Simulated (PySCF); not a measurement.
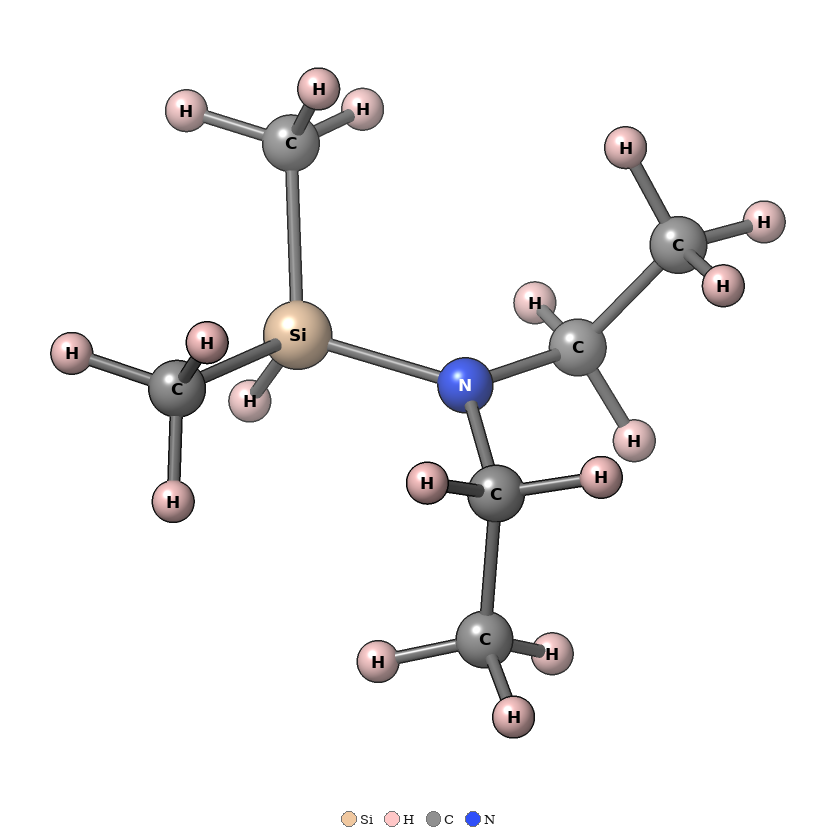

Orthographic view. Depth is shown by fading: the farther an atom, the more it takes the colour of the background. The computed structure is the end point of a PBE0-D3(BJ)/def2-SVP optimisation. No frequency run is at hand to confirm it as a minimum.

Give the standard InChI.

Answer. InChI=1S/C6H17NSi/c1-5-7(6-2)8(3)4/h8H,5-6H2,1-4H3
